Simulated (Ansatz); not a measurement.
## Run report: AlSiH3ClOF, molecular dynamics (part 5 of 5)

AlSiH3ClOF; RKS PBE0-D4/6-31G (Ansatz 0.2.0). It belongs to a series of runs on one base structure; here: dynamics from the last frame of an earlier run.

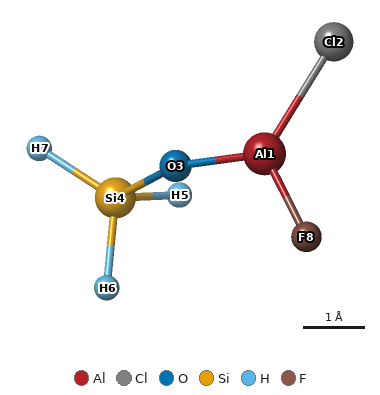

*The geometry at step 136 of the log (ball-and-stick view, seen at a tilt; atoms are numbered from 1 in the order of the input).*

**Trajectory as extended XYZ, continued**
```
8
Properties=species:S:1:pos:R:3:forces:R:3 step=121 time_fs=30.2 energy=-31795.16617 temperature=724.8
Al   -0.0482    0.2859    0.0385    0.3601  -1.0570   0.7588
Cl   -0.1917    0.1376    2.2939   -0.0430   0.3555  -1.1605
O     1.3207   -0.3884   -0.6792    0.5343   0.9040   0.5549
Si    2.3204   -1.6411   -1.3030   -1.5423  -0.5329   1.1010
H     1.6098   -2.7701   -0.5814    0.5700  -0.3789  -0.0932
H     1.6764   -1.6633   -2.6253    0.7597  -0.2230  -1.0268
H     3.8148   -1.7602   -0.9975   -0.4819   0.5205  -0.3682
F    -1.4174    0.4329   -0.9504   -0.1569   0.4119   0.2341
8
Properties=species:S:1:pos:R:3:forces:R:3 step=123 time_fs=30.8 energy=-31795.17390 temperature=734.8
Al   -0.0510    0.2825    0.0382    0.3433  -1.0121   0.7600
Cl   -0.1883    0.1367    2.2920   -0.0566   0.3503  -1.1444
O     1.3216   -0.3868   -0.6748    0.5409   0.8964   0.5062
Si    2.3179   -1.6393   -1.3006   -1.2657  -0.5422   1.0327
H     1.6117   -2.7622   -0.5740    0.5417  -0.4341  -0.0651
H     1.6775   -1.6726   -2.6293    0.7716  -0.2028  -0.9325
H     3.8304   -1.7638   -1.0009   -0.7282   0.5438  -0.4000
F    -1.4177    0.4357   -0.9536   -0.1469   0.4007   0.2430
8
Properties=species:S:1:pos:R:3:forces:R:3 step=124 time_fs=31.0 energy=-31795.17852 temperature=740.8
Al   -0.0524    0.2808    0.0380    0.3330  -0.9888   0.7598
Cl   -0.1866    0.1362    2.2910   -0.0634   0.3475  -1.1358
O     1.3221   -0.3859   -0.6726    0.5445   0.8895   0.4803
Si    2.3166   -1.6384   -1.2994   -1.1424  -0.5455   0.9844
H     1.6131   -2.7587   -0.5704    0.5259  -0.4606  -0.0511
H     1.6787   -1.6774   -2.6321    0.7791  -0.1914  -0.8746
H     3.8375   -1.7651   -1.0030   -0.8358   0.5543  -0.4110
F    -1.4179    0.4371   -0.9553   -0.1410   0.3949   0.2481
8
Properties=species:S:1:pos:R:3:forces:R:3 step=126 time_fs=31.5 energy=-31795.18985 temperature=755.4
Al   -0.0552    0.2773    0.0378    0.3088  -0.9409   0.7576
Cl   -0.1832    0.1354    2.2890   -0.0769   0.3419  -1.1176
O     1.3232   -0.3842   -0.6681    0.5522   0.8699   0.4258
Si    2.3139   -1.6367   -1.2968   -0.9248  -0.5504   0.8640
H     1.6168   -2.7524   -0.5633    0.4921  -0.5100  -0.0244
H     1.6826   -1.6875   -2.6393    0.7952  -0.1664  -0.7410
H     3.8503   -1.7667   -1.0079   -1.0195   0.5730  -0.4238
F    -1.4183    0.4400   -0.9585   -0.1273   0.3829   0.2595
8
Properties=species:S:1:pos:R:3:forces:R:3 step=128 time_fs=32.0 energy=-31795.20465 temperature=774.5
Al   -0.0579    0.2737    0.0376    0.2803  -0.8914   0.7528
Cl   -0.1798    0.1346    2.2869   -0.0903   0.3361  -1.0979
O     1.3243   -0.3823   -0.6636    0.5604   0.8430   0.3684
Si    2.3111   -1.6350   -1.2942   -0.7439  -0.5548   0.7182
H     1.6218   -2.7474   -0.5562    0.4563  -0.5530  -0.0003
H     1.6884   -1.6979   -2.6483    0.8103  -0.1382  -0.5888
H     3.8607   -1.7670   -1.0137   -1.1618   0.5881  -0.4249
F    -1.4187    0.4428   -0.9616   -0.1114   0.3702   0.2725
8
Properties=species:S:1:pos:R:3:forces:R:3 step=130 time_fs=32.5 energy=-31795.22355 temperature=798.9
Al   -0.0606    0.2700    0.0375    0.2478  -0.8406   0.7455
Cl   -0.1764    0.1337    2.2848   -0.1036   0.3300  -1.0768
O     1.3255   -0.3802   -0.6590    0.5685   0.8094   0.3087
Si    2.3082   -1.6334   -1.2915   -0.5965  -0.5608   0.5555
H     1.6278   -2.7436   -0.5491    0.4199  -0.5874   0.0197
H     1.6961   -1.7087   -2.6587    0.8211  -0.1073  -0.4243
H     3.8682   -1.7658   -1.0206   -1.2639   0.5997  -0.4154
F    -1.4191    0.4458   -0.9648   -0.0934   0.3569   0.2869
8
Properties=species:S:1:pos:R:3:forces:R:3 step=131 time_fs=32.8 energy=-31795.23467 temperature=813.2
Al   -0.0619    0.2681    0.0375    0.2304  -0.8148   0.7409
Cl   -0.1747    0.1333    2.2837   -0.1102   0.3269  -1.0656
O     1.3262   -0.3792   -0.6567    0.5723   0.7903   0.2784
Si    2.3068   -1.6326   -1.2902   -0.5344  -0.5650   0.4704
H     1.6312   -2.7423   -0.5455    0.4019  -0.6007   0.0278
H     1.7007   -1.7142   -2.6643    0.8241  -0.0910  -0.3396
H     3.8709   -1.7647   -1.0245   -1.3005   0.6042  -0.4070
F    -1.4193    0.4473   -0.9663   -0.0836   0.3501   0.2947
8
Properties=species:S:1:pos:R:3:forces:R:3 step=133 time_fs=33.2 energy=-31795.26033 temperature=846.3
Al   -0.0646    0.2643    0.0375    0.1934  -0.7627   0.7295
Cl   -0.1714    0.1326    2.2814   -0.1235   0.3206  -1.0421
O     1.3275   -0.3769   -0.6520    0.5794   0.7480   0.2169
Si    2.3038   -1.6310   -1.2874   -0.4316  -0.5768   0.2976
H     1.6387   -2.7407   -0.5384    0.3670  -0.6186   0.0393
H     1.7114   -1.7253   -2.6760    0.8234  -0.0570  -0.1689
H     3.8739   -1.7614   -1.0328   -1.3454   0.6105  -0.3835
F    -1.4197    0.4503   -0.9694   -0.0627   0.3359   0.3113
8
Properties=species:S:1:pos:R:3:forces:R:3 step=135 time_fs=33.8 energy=-31795.29045 temperature=885.2
Al   -0.0672    0.2604    0.0376    0.1542  -0.7100   0.7152
Cl   -0.1680    0.1318    2.2791   -0.1368   0.3142  -1.0169
O     1.3289   -0.3746   -0.6473    0.5853   0.7007   0.1551
Si    2.3009   -1.6295   -1.2846   -0.3559  -0.5944   0.1270
H     1.6471   -2.7406   -0.5311    0.3345  -0.6235   0.0437
H     1.7240   -1.7365   -2.6882    0.8124  -0.0216  -0.0014
H     3.8737   -1.7566   -1.0421   -1.3534   0.6135  -0.3519
F    -1.4201    0.4533   -0.9725   -0.0403   0.3211   0.3291
8
Properties=species:S:1:pos:R:3:forces:R:3 step=136 time_fs=34.0 energy=-31795.30707 temperature=906.6
Al   -0.0686    0.2585    0.0376    0.1340  -0.6836   0.7070
Cl   -0.1663    0.1314    2.2779   -0.1434   0.3109  -1.0036
O     1.3297   -0.3734   -0.6449    0.5875   0.6755   0.1243
Si    2.2994   -1.6288   -1.2832   -0.3279  -0.6057   0.0444
H     1.6516   -2.7411   -0.5275    0.3194  -0.6207   0.0431
H     1.7311   -1.7422   -2.6943    0.8026  -0.0037   0.0796
H     3.8723   -1.7537   -1.0471   -1.3437   0.6137  -0.3332
F    -1.4204    0.4549   -0.9740   -0.0285   0.3136   0.3384
8
Properties=species:S:1:pos:R:3:forces:R:3 step=138 time_fs=34.5 energy=-31795.34298 temperature=952.9
Al   -0.0712    0.2545    0.0378    0.0928  -0.6308   0.6883
Cl   -0.1630    0.1307    2.2754   -0.1566   0.3043  -0.9759
O     1.3312   -0.3709   -0.6402    0.5903   0.6224   0.0633
Si    2.2964   -1.6274   -1.2805   -0.2914  -0.6338  -0.1120
H     1.6612   -2.7432   -0.5201    0.2919  -0.6043   0.0359
H     1.7466   -1.7535   -2.7063    0.7737   0.0322   0.2334
H     3.8673   -1.7467   -1.0576   -1.2967   0.6120  -0.2907
F    -1.4208    0.4580   -0.9769   -0.0039   0.2980   0.3577
8
Properties=species:S:1:pos:R:3:forces:R:3 step=140 time_fs=35.0 energy=-31795.38159 temperature=1002.6
Al   -0.0738    0.2505    0.0380    0.0512  -0.5782   0.6667
Cl   -0.1597    0.1300    2.2729   -0.1699   0.2976  -0.9464
O     1.3329   -0.3683   -0.6354    0.5903   0.5664   0.0034
Si    2.2933   -1.6260   -1.2777   -0.2815  -0.6690  -0.2537
H     1.6715   -2.7467   -0.5126    0.2682  -0.5735   0.0207
H     1.7640   -1.7647   -2.7178    0.7321   0.0676   0.3729
H     3.8591   -1.7383   -1.0688   -1.2122   0.6072  -0.2416
F    -1.4212    0.4611   -0.9799    0.0217   0.2818   0.3780
8
Properties=species:S:1:pos:R:3:forces:R:3 step=141 time_fs=35.2 energy=-31795.40149 temperature=1028.3
Al   -0.0751    0.2484    0.0381    0.0305  -0.5520   0.6547
Cl   -0.1580    0.1297    2.2716   -0.1765   0.2943  -0.9309
O     1.3338   -0.3670   -0.6330    0.5891   0.5375  -0.0259
Si    2.2918   -1.6253   -1.2763   -0.2867  -0.6891  -0.3180
H     1.6769   -2.7490   -0.5088    0.2578  -0.5528   0.0103
H     1.7733   -1.7703   -2.7232    0.7065   0.0848   0.4364
H     3.8539   -1.7335   -1.0746   -1.1555   0.6039  -0.2149
F    -1.4215    0.4627   -0.9813    0.0349   0.2735   0.3884
8
Properties=species:S:1:pos:R:3:forces:R:3 step=143 time_fs=35.8 energy=-31795.44144 temperature=1079.7
Al   -0.0777    0.2443    0.0385   -0.0104  -0.5001   0.6284
Cl   -0.1547    0.1290    2.2690   -0.1898   0.2875  -0.8988
O     1.3355   -0.3643   -0.6283    0.5838   0.4784  -0.0831
Si    2.2887   -1.6240   -1.2736   -0.3183  -0.7341  -0.4323
H     1.6881   -2.7546   -0.5012    0.2395  -0.5015  -0.0159
H     1.7933   -1.7812   -2.7332    0.6460   0.1178   0.5492
H     3.8415   -1.7229   -1.0867   -1.0126   0.5953  -0.1572
F    -1.4219    0.4659   -0.9842    0.0617   0.2566   0.4097
8
Properties=species:S:1:pos:R:3:forces:R:3 step=145 time_fs=36.2 energy=-31795.47998 temperature=1129.4
Al   -0.0803    0.2402    0.0388   -0.0501  -0.4488   0.5991
Cl   -0.1514    0.1284    2.2664   -0.2031   0.2806  -0.8648
O     1.3374   -0.3615   -0.6236    0.5743   0.4184  -0.1380
Si    2.2856   -1.6228   -1.2709   -0.3785  -0.7842  -0.5262
H     1.6999   -2.7614   -0.4937    0.2244  -0.4385  -0.0481
H     1.8148   -1.7919   -2.7419    0.5736   0.1484   0.6412
H     3.8267   -1.7108   -1.0991   -0.8296   0.5848  -0.0947
F    -1.4223    0.4692   -0.9870    0.0890   0.2392   0.4315
8
Properties=species:S:1:pos:R:3:forces:R:3 step=147 time_fs=36.8 energy=-31795.51505 temperature=1174.6
Al   -0.0829    0.2360    0.0392   -0.0880  -0.3982   0.5668
Cl   -0.1481    0.1277    2.2636   -0.2164   0.2738  -0.8290
O     1.3394   -0.3587   -0.6188    0.5600   0.3579  -0.1903
Si    2.2825   -1.6216   -1.2682   -0.4668  -0.8381  -0.5987
H     1.7122   -2.7692   -0.4863    0.2116  -0.3656  -0.0851
H     1.8377   -1.8022   -2.7491    0.4900   0.1758   0.7110
H     3.8099   -1.6974   -1.1117   -0.6070   0.5731  -0.0284
F    -1.4227    0.4724   -0.9898    0.1167   0.2214   0.4537
8
Properties=species:S:1:pos:R:3:forces:R:3 step=148 time_fs=37.0 energy=-31795.53064 temperature=1194.6
Al   -0.0843    0.2339    0.0395   -0.1061  -0.3733   0.5495
Cl   -0.1465    0.1274    2.2623   -0.2231   0.2703  -0.8104
O     1.3404   -0.3572   -0.6165    0.5508   0.3278  -0.2154
Si    2.2809   -1.6211   -1.2669   -0.5208  -0.8660  -0.6268
H     1.7185   -2.7734   -0.4827    0.2058  -0.3263  -0.1048
H     1.8496   -1.8072   -2.7520    0.4444   0.1881   0.7370
H     3.8010   -1.6902   -1.1180   -0.4815   0.5670   0.0059
F    -1.4229    0.4741   -0.9911    0.1305   0.2123   0.4649
8
Properties=species:S:1:pos:R:3:forces:R:3 step=150 time_fs=37.5 energy=-31795.55677 temperature=1228.3
Al   -0.0869    0.2297    0.0400   -0.1403  -0.3240   0.5127
Cl   -0.1432    0.1268    2.2594   -0.2364   0.2634  -0.7719
O     1.3425   -0.3543   -0.6118    0.5281   0.2680  -0.2632
Si    2.2777   -1.6200   -1.2643   -0.6457  -0.9228  -0.6660
H     1.7316   -2.7825   -0.4757    0.1950  -0.2434  -0.1456
H     1.8741   -1.8169   -2.7566    0.3464   0.2097   0.7711
H     3.7822   -1.6747   -1.1307   -0.2053   0.5553   0.0756
F    -1.4233    0.4774   -0.9938    0.1581   0.1939   0.4873
```

This output came from the following input.

**The input**
```yaml
crystal:
  periodic: [false, false, false]
  atoms:
    - { symbol: Al, position_ang: [0.097586, 0.269753, 0.130783] }
    - { symbol: Cl, position_ang: [-0.369605, 0.23802, 2.262475] }
    - { symbol: O, position_ang: [1.318551, -0.454746, -0.801599] }
    - { symbol: Si, position_ang: [2.345068, -1.686342, -1.44739] }
    - { symbol: H, position_ang: [1.937365, -3.071416, -0.953836] }
    - { symbol: H, position_ang: [2.565625, -1.716114, -2.931533] }
    - { symbol: H, position_ang: [3.60371, -1.225713, -0.626314] }
    - { symbol: F, position_ang: [-1.380403, 0.381684, -0.69006] }
basis:
  gaussian: { orbitals: "6-31G" }
hamiltonian:
  xc: pbe0
  dispersion: d4
md:
  timestep: 0.25
  n_steps: 150
  ensemble: nve
  temperature: 1000.0
  initial_velocities: maxwell_boltzmann
  seed: 606631
```

Launched with:
```bash
ansatz run input.yaml --threads 1 --pin off --max-ram 2048MiB --backend cpu --events-out ev --progress --plain --runs-dir out
```

**Results in brief**

- outcome: finished
- mean temperature over the second half: 917 K
- trajectory: 150 steps, 37.5 fs
- ensemble: nve
- temperature in the input: 1000.0 K
- time step: 0.25 fs
- potential energy (last step): −31795.5568 eV
- mean-field energy (last step): −31795.4000 eV
- largest force (length of the vector) (last step): 1.308 eV/Å
- hardware: 1 thread of Intel Xeon @ 2.90GHz (Ice Lake), 192 GiB of memory available, shared host
- wall time: 8.9 min
- peak memory: 0.15 GiB

**Notes**

So short a trajectory is not equilibrated.
